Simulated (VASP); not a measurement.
Band structure of CoGa (CsCl type). All values below come from vdW-DF-cx, VASP's PBE PAW potentials (set 64) (plane waves; VASP).

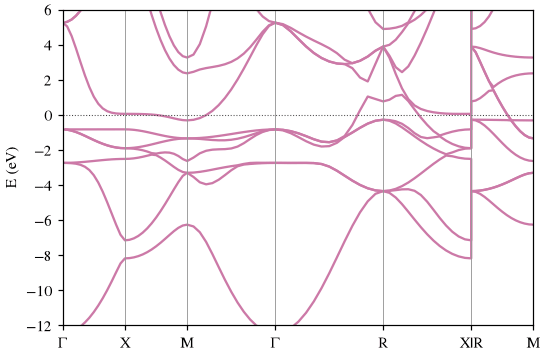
Bands along high-symmetry lines, zero at the valence-band maximum or, without a gap, the Fermi level

Problem. Read the plot: is there a gap, and where are the band edges?

Solution. It has no gap at this level: it comes out as a metal or semimetal. (Edges off the drawn lines would not show.)

The compound is CoGa in the CsCl type structure. It was relaxed first. The run is not spin-polarised, so no magnetic state was tried.
